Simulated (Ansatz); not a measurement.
# BeAlSiH (built on the sites of a database entry of SrAlSiH): relaxing the cell for a phonon run

Wanted: the relaxed cell of BeAlSiH (built on the sites of a database entry of SrAlSiH).

Method: DFT PBEsol, scalar-relativistic, plane waves, norm-conserving pseudopotentials, in Ansatz 0.2.0.

The structure was built from a prototype and need not be the compound's stable phase.

### Step 1. Set-up

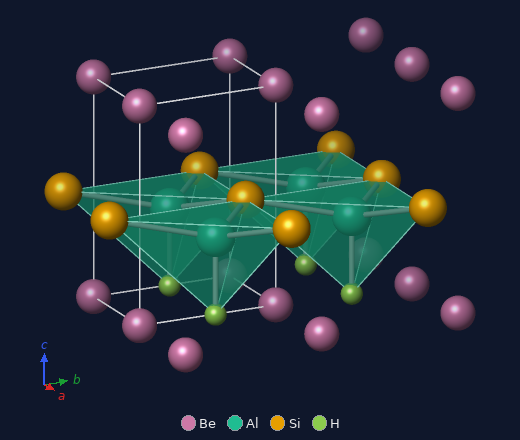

Start, viewed slightly off an axis; beryllium pink, aluminium teal, silicon orange, hydrogen green. 2×2×1 cells are drawn. Some periodic images of atoms are drawn too.

### Step 2. Probe on a coarse mesh

First a cheap look: the gap decides the mesh and the occupations, the pressure tells how far the cell has to move.

The input, input.yaml:

```yaml
crystal:
  lattice:
    - [3.27441, 0.0, 0.0]
    - [-1.63721, 2.83573, 0.0]
    - [0.0, 0.0, 3.84376]
  atoms:
    - { symbol: Be, position: [0.0, 0.0, 0.000185] }
    - { symbol: Al, position: [0.66666667, 0.33333333, 0.460426] }
    - { symbol: Si, position: [0.33333333, 0.66666667, 0.554735] }
    - { symbol: H, position: [0.66666667, 0.33333333, 0.107654] }
kpoints:
  mp_grid: { grid: [6, 6, 6] }
hamiltonian:
  xc: pbesol
  pseudopotentials: { kind: nc }
scf:
  occupations: { method: gaussian, width: 0.1 }
output:
  forces: true
  stress: true
  eigenvalues: true
```

Run with:

```bash
$ ansatz run input.yaml --threads 4 --pin off --max-ram 7168MiB --backend cpu --events-out ev --progress --plain --runs-dir out
```

Numbers of over 12 decimals in the logs are rounded to 6 here.

Log:

```text
Engine: ansatz 0.2.0, aarch64-unknown-linux-gnu
Pseudopotentials: kind: nc
Pseudopotential: Be, nc, valence charge 4, recommended cutoff 1197.300995 eV (normal), Be.nc.azcp (PseudoDojo's, or run here from an input of PseudoDojo's: the run reads no file of this project's for it)
[...]
k-point 1: bands = ["-90.6723", "-3.8179", "2.4671", "8.0863", "10.5429", "10.5429", "12.5927", "12.5927", "14.6729", "17.4265"]
  k-point 2: bands = ["-90.6723", "-3.2255", "0.5725", "10.3494", "10.7838", "10.7838", "13.3208", "13.3208", "15.6627", "16.3034"]
  k-point 33: bands = ["-90.6722", "2.0807", "2.2204", "3.5959", "4.1387", "5.7330", "7.6805", "16.3554", "16.8194", "19.2949"]
[key lines of the parts left out:]
SCF converged after 8 iterations
Free energy (F): -563.018815 eV
Fermi energy:    9.954323 eV
P = ⅓ Tr σ = 95.8635 GPa (958.635 kbar)
```

The job ended after 2.9 s (4 threads of Arm Neoverse N1, shared host; peak memory 0.34 GiB; 9.5 s of CPU time).

Numbers from this step:

* pressure: 95.86 GPa
* volume per atom: 8.923 Å³
* gap on the k-mesh: 0 eV

The coarse mesh shows no gap and a pressure of 95.9 GPa.

### Step 3. Coarse relaxation

The start is far from rest, so a relaxation with loose tolerances brings it close first.

input.yaml: that of step 2 with these lines changed.

```diff
@@ -11,3 +11,3 @@
 kpoints:
-  mp_grid: { grid: [6, 6, 6] }
+  mp_grid: { grid: [9, 9, 6] }
 hamiltonian:
@@ -21 +21,6 @@
   eigenvalues: true
+relax:
+  adjacent_minimum: "off"
+  f_tol: 0.05
+  max_steps: 80
+  cell: { stress_tol: 0.5 }
```

Log:

```text
[...]
Crystal: 4 atoms, lattice volume = 35.691 Å³
Basis set: ecut = 1197.300995 eV, 3393 PW (Γ), exchange–correlation on 80×80×90 points (8 copies of the dense FFT grid, shifted against one another)
Bands: 10, of which v1, the nominal top of the filled ones, is band 6 counted from 1 (5 counted from 0)
Symmetry: 6 space group operations
[...]
cell:  # Å, volume = 42.3631 Å³
    - [2.682016, 2.3644876004289628e-6, 0]
    - [-1.341010, 2.322693, 1.8521003605530452e-16]
    - [0, 2.510478011532515e-16, 6.800401]
  atoms:
    - { symbol: Be, position: [-6.596944483068076e-17, 2.5342704506986108e-17, -0.015849] }
    - { symbol: Al, position: [0.666667, 0.333333, 0.361145] }
    - { symbol: Si, position: [0.333333, 0.666667, 0.704506] }
    - { symbol: H, position: [0.666667, 0.333333, 0.073198] }
[key lines of the parts left out:]
SCF converged after 4 iterations
Free energy (F): -570.626447 eV
Fermi energy:    8.687161 eV
P = ⅓ Tr σ = 0.1561 GPa (1.561 kbar)
```

The job ended after 3.4 min (4 threads; peak memory 0.5 GiB; 13 min of CPU time).

Relaxation path (22 of 29):

| step | energy less that of the first step (eV) | largest force component (eV/Å) | pressure (GPa) | volume (Å³) |
| --- | --- | --- | --- | --- |
| 1 | 0.0000 | 6.4015 | 95.91 | 35.69 |
| 2 | -3.0858 | 4.4454 | 54.72 | 39.68 |
| 4 | -6.2533 | 1.4326 | 5.73 | 47.58 |
| 5 | -6.5017 | 0.3267 | -2.42 | 49.99 |
| 6 | -6.5262 | 0.2066 | -2.68 | 50.01 |
| 8 | -6.5536 | 0.0279 | -0.08 | 49.04 |
| 9* | -6.5808 | 0.0270 | 0.80 | 49.04 |
| 10 | -6.5865 | 0.0749 | -0.54 | 49.77 |
| 12 | -6.6344 | 0.1125 | -4.44 | 50.68 |
| 13 | -6.7647 | 0.5562 | -2.07 | 47.57 |
| 14 | -6.8673 | 0.5295 | -3.29 | 46.43 |
| 16 | -7.1331 | 0.2999 | 1.57 | 41.59 |
| 17 | -7.2036 | 0.2353 | 3.05 | 40.27 |
| 18 | -7.2526 | 0.2397 | 1.70 | 40.14 |
| 20 | -7.2627 | 0.0557 | 0.14 | 40.64 |
| 21 | -7.2634 | 0.0064 | -0.03 | 40.74 |
| 22* | -7.3938 | 0.0090 | 2.96 | 40.74 |
| 24 | -7.4807 | 0.0386 | 0.32 | 41.76 |
| 25 | -7.5264 | 0.0563 | 0.80 | 41.68 |
| 26 | -7.5408 | 0.0901 | 0.35 | 42.16 |
| 28 | -7.5425 | 0.0152 | 0.03 | 42.36 |
| 29* | -7.5451 | 0.0151 | 0.16 | 42.36 |

Relaxation steps marked * repeat the geometry before them on a plane-wave basis chosen anew for their cell, so energy and pressure can jump there. Other such steps can lie between the rows shown. Relaxation steps 19, 27 were tried and not accepted.

The run keeps the 6 symmetry operations that it works with, so distortions that break them were not tested.

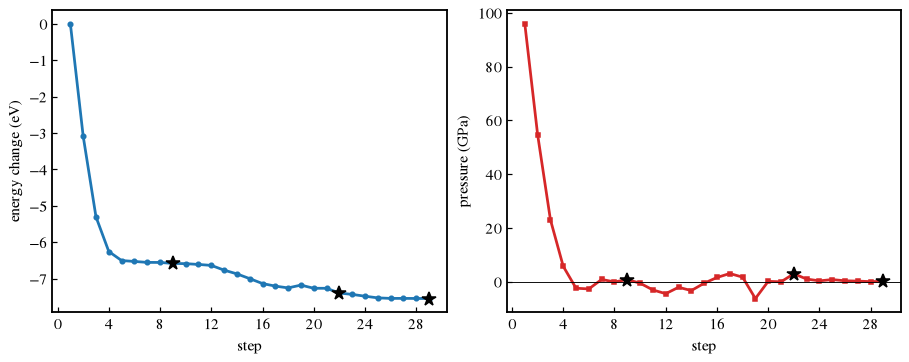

Energy and pressure along the relaxation. Stars mark steps on a basis chosen anew.

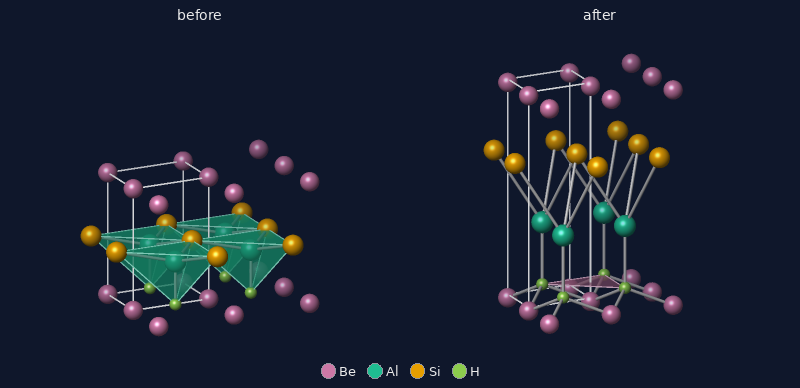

Before and after, at one scale. Bonds to atoms that aren't drawn are left out.

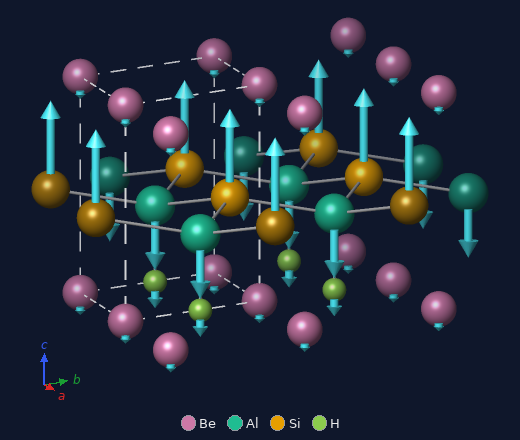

Displacements in the relaxation, exaggerated, measured against the changing cell; the longest in the cell stands for 1.02 Å. 2×2×1 cells are drawn. Some periodic images of atoms are drawn too.

| cell as run | before | after | change |
| --- | --- | --- | --- |
| a (Å) | 3.274 | 2.682 | -18.1 % |
| b (Å) | 3.274 | 2.682 | -18.1 % |
| c (Å) | 3.844 | 6.800 | +76.9 % |
| volume (Å³/atom) | 8.92 | 10.59 | +18.7 % |

The atoms that moved most (Å, as changes of fractional coordinates times the final cell):

| atom | dx | dy | dz | length |
| --- | --- | --- | --- | --- |
| Si3 | 0.000 | 0.000 | 1.019 | 1.019 |
| Al2 | 0.000 | 0.000 | -0.675 | 0.675 |
| H4 | 0.000 | 0.000 | -0.234 | 0.234 |
| Be1 | 0.000 | 0.000 | -0.109 | 0.109 |

This step gave:

- pressure: 0.1561 GPa
- volume per atom: 10.59 Å³

In this step the volume went from 8.92 to 10.59 Å³/atom.

### Step 4. Bringing the structure to rest

The cell and atoms are relaxed, since residual forces and stress would shift the frequencies.

The input, input.yaml:

```yaml
crystal:
  lattice:
    - [2.6820157007, 2.3645e-06, 0.0]
    - [-1.3410098981, 2.3226925479, 0.0]
    - [0.0, 0.0, 6.800400896]
  atoms:
    - { symbol: Be, position: [0.0, 0.0, -0.0158486328] }
    - { symbol: Al, position: [0.6666666667, 0.3333333333, 0.3611445395] }
    - { symbol: Si, position: [0.3333333333, 0.6666666667, 0.7045057522] }
    - { symbol: H, position: [0.6666666667, 0.3333333333, 0.0731983411] }
kpoints:
  mp_grid: { grid: [15, 15, 6] }
hamiltonian:
  xc: pbesol
  pseudopotentials: { kind: nc }
scf:
  occupations: { method: gaussian, width: 0.1 }
output:
  forces: true
  stress: true
  eigenvalues: true
  write_density: true
  write_potential: true
  elf: true
  volumetric_format: npy
relax:
  adjacent_minimum: "off"
  f_tol: 0.005
  max_steps: 80
  cell: { stress_tol: 0.05 }
```

Log:

```text
[...]
Crystal: 4 atoms, lattice volume = 42.363 Å³
Basis set: ecut = 1197.300995 eV, 4005 PW (Γ), exchange–correlation on 64×64×160 points (8 copies of the dense FFT grid, shifted against one another)
Bands: 10, of which v1, the nominal top of the filled ones, is band 6 counted from 1 (5 counted from 0)
Symmetry: 6 space group operations
[...]
k-points: 146 of 1350 (time reversal used)
[...]
SCF iter   1: F=—  HF=-570.807120 eV  |F-HF|=—  |Δ(HF+E_count)|=         —  Δρ=4.24e-2  dr2=6.55e-1  ethr=3.10e-3  ⟨swp⟩=5.8  Hψ=11375  notcnv=0
[...]
SCF iter   9: F=-570.610192 eV  HF=-570.610192 eV  |F-HF|=4.82e-11  |Δ(HF+E_count)|=  3.01e-10  Δρ=1.59e-6  dr2=4.69e-10  ethr=2.27e-10  ⟨swp⟩=6.0  Hψ=7990  notcnv=0
SCF 1 converged in 9 iterations: F = -570.610192 eV  dr2 = 4.69e-10
relax step   1: F+E_penalty+E_count = -570.61019206 eV  Δ(F+E_penalty+E_count) = +0.000e0 eV  max|allowed force component| = 8.804e-2 eV/Å  Δτ_max = 0.0000 Å  P = +0.302 GPa  Ω = 42.363 Å³  (9 SCF iters, dr2 threshold 1.00e-7 eV, accepted)
Crystal: 4 atoms, lattice volume = 42.498 Å³
Basis set: ecut = 1197.300995 eV, 4041 PW (Γ), exchange–correlation on 64×64×160 points (8 copies of the dense FFT grid, shifted against one another)
[...]
SCF iter   7: F=-570.611617 eV  HF=-570.611617 eV  |F-HF|=2.83e-8  |Δ(HF+E_count)|=   1.06e-7  Δρ=1.19e-5  dr2=3.97e-8  ethr=3.33e-9  ⟨swp⟩=9.0  Hψ=8792  notcnv=0
SCF 2 converged in 7 iterations: F = -570.611617 eV  dr2 = 3.97e-8
relax step   2: F+E_penalty+E_count = -570.61161653 eV  Δ(F+E_penalty+E_count) = -1.424e-3 eV  max|allowed force component| = 4.250e-2 eV/Å  Δτ_max = 0.0102 Å  P = +0.093 GPa  Ω = 42.498 Å³  energy of the carried Pulay correction = -7.950e-6 eV  (7 SCF iters, dr2 threshold 4.00e-7 eV, accepted)
Crystal: 4 atoms, lattice volume = 42.621 Å³
[...]
SCF iter   6: F=-570.612036 eV  HF=-570.612036 eV  |F-HF|=1.15e-8  |Δ(HF+E_count)|=   1.04e-6  Δρ=1.34e-5  dr2=2.99e-8  ethr=9.41e-10  ⟨swp⟩=7.9  Hψ=9279  notcnv=0
SCF 3 converged in 6 iterations: F = -570.612036 eV  dr2 = 2.99e-8
relax step   3: F+E_penalty+E_count = -570.61203568 eV  Δ(F+E_penalty+E_count) = -4.191e-4 eV  max|allowed force component| = 1.417e-2 eV/Å  Δτ_max = 0.0100 Å  P = -0.050 GPa  Ω = 42.621 Å³  energy of the carried Pulay correction = -1.513e-5 eV  (6 SCF iters, dr2 threshold 1.13e-7 eV, accepted)
[...]
relax step   4: F+E_penalty+E_count = -570.61209465 eV  Δ(F+E_penalty+E_count) = -5.897e-5 eV  max|allowed force component| = 1.736e-2 eV/Å  Δτ_max = 0.0059 Å  P = -0.004 GPa  Ω = 42.642 Å³  energy of the carried Pulay correction = -1.634e-5 eV  (6 SCF iters, dr2 threshold 2.81e-8 eV, accepted)
[...]
relax step   5: F+E_penalty+E_count = -570.61211885 eV  Δ(F+E_penalty+E_count) = -2.420e-5 eV  max|allowed force component| = 6.436e-4 eV/Å  Δτ_max = 0.0020 Å  P = -0.003 GPa  Ω = 42.638 Å³  energy of the carried Pulay correction = -1.615e-5 eV  (6 SCF iters, dr2 threshold 1.88e-8 eV, accepted)
[...]
SCF iter   1: F=—  HF=-570.612121 eV  |F-HF|=—  |Δ(HF+E_count)|=         —  Δρ=6.88e-6  dr2=1.59e-8  ethr=2.21e-7  ⟨swp⟩=3.1  Hψ=15741  notcnv=0
eigensolver tolerance schedule: the retry pair's looser diagonalisation over-reported the residual by 1665.66 of it (diagonalisation noise at 0.13 of the residual, at the tolerance the schedule requests for it); recorded, not acted on — ethr = c·dr2/N_el stays at c = 1.0e-1
SCF iter   2: F=—  HF=-570.612136 eV  |F-HF|=—  |Δ(HF+E_count)|=   1.48e-5  Δρ=4.74e-6  dr2=5.42e-8  ethr=1.33e-10  ⟨swp⟩=2.4  Hψ=2454  notcnv=0
[...]
SCF iter   7: F=-570.612136 eV  HF=-570.612136 eV  |F-HF|=1.71e-12  |Δ(HF+E_count)|=  6.71e-12  Δρ=4.45e-8  dr2=1.71e-12  ethr=1.00e-12  ⟨swp⟩=5.6  Hψ=5216  notcnv=0
SCF 6 converged in 7 iterations: F = -570.612136 eV  dr2 = 1.71e-12
relax step   6: F+E_penalty+E_count = -570.61213585 eV  Δ(F+E_penalty+E_count) = -1.701e-5 eV  max|allowed force component| = 6.966e-4 eV/Å  Δτ_max = 0.0000 Å  P = -0.001 GPa  Ω = 42.638 Å³  stress off target by 1.91e-3 GPa  SCF on the basis re-selected at this cell (its energy is not comparable with the rows above)  (7 SCF iters)
[...]
SCF converged after 7 iterations
Free energy (F): -570.612136 eV
[...]
Internal energy: -570.607278 eV  (E = F + TS)
E sigma→0 (E₀):  -570.609707 eV
Entropy (-TS):   -0.004857 eV (-1.214 meV/atom)
Fermi energy:    8.569928 eV
[...]
--- Forces (eV/Å), atoms counted from 1 ---
  atom   1  Be     0.00000000    -0.00000000    -0.00004977
  atom   2  Al    -0.00000000    -0.00000000     0.00069666
  atom   3  Si    -0.00000000     0.00000000     0.00000262
  atom   4  H      0.00000000     0.00000000    -0.00064918
  max |Σ_I F_I| component: 3.33e-7 eV/Å
--- Stress (GPa, compression-positive) ---
       -0.001005       0.000000      -0.000000
        0.000000      -0.001005      -0.000000
       -0.000000      -0.000000      -0.001907
  P = ⅓ Tr σ = -0.0013 GPa (-0.013 kbar)
--- Band table (eV; the first three rows and the last of 146) ---
[...]
--- Relaxed structure (5 steps of the walk, 5 accepted, 1 SCFs on fresh bases) ---
[...]
cell:  # Å, volume = 42.6383 Å³
    - [2.687300, 2.369178149638613e-6, 0]
    - [-1.343652, 2.327269, 0]
    - [0, 0, 6.817688]
  atoms:
[...]
- { symbol: Al, position: [0.666667, 0.333333, 0.364313] }
    - { symbol: Si, position: [0.333333, 0.666667, 0.704773] }
    - { symbol: H, position: [0.666667, 0.333333, 0.073335] }
```

Elapsed: 94 s, on 4 threads; peak memory 0.6 GiB.

[end of part 1 of 2]

[Logs are printed without paths, hosts, clocks, repeated set-up lines and the standing remarks that a program may print on its own settings, such as how far it seeks lower states.]

[Hosts, paths, dates, database ids (printed as entryN), source tags and the programs' standing remarks are cut or masked in the printed files.]
